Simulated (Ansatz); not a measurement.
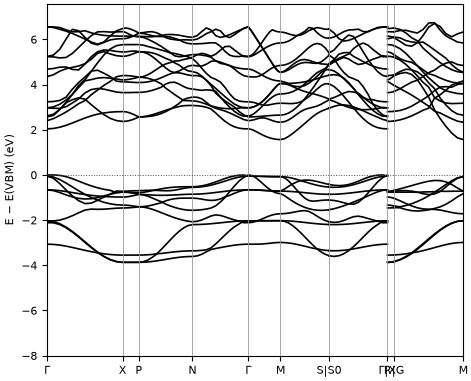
Band structure from plane-wave PAW r²SCAN (Ansatz code)

### Question
Read off the gap and where the band edges lie.

### Answer
About 1.6 eV (1.57 eV by a search for the band edges); maximum on the Γ–X line, 6 % of the way from Γ, minimum at M.

### Question
Pick the material that matches.
A. Sr3Sn2O7, I4/mmm (Pearson symbol tI24)
B. Sr4P2O, I4/mmm (Sr on 4e, Sr on 4c, P on 4e, O on 2b)
C. TiO2, anatase
D. Nb2O5, I4/mmm (Pearson symbol tI112)

### Answer
B, Sr4P2O, I4/mmm (Sr on 4e, Sr on 4c, P on 4e, O on 2b)

The first step of the workflow began from a Materials Project structure, measured or hypothetical; the Crystallography Open Database copy checked does not list it. Whether it is the stable phase at ambient conditions was not checked. The cell was relaxed with r²SCAN under the symmetry of its start; whether a distortion lowers the energy is not shown. Spin–orbit coupling is left out wherever it is not named.

Potentials: the earlier of the program's two PAW sets. The files were generated under PBE; for other functionals the program regenerates the frozen cores, and for LDA and PBEsol the local potential too.
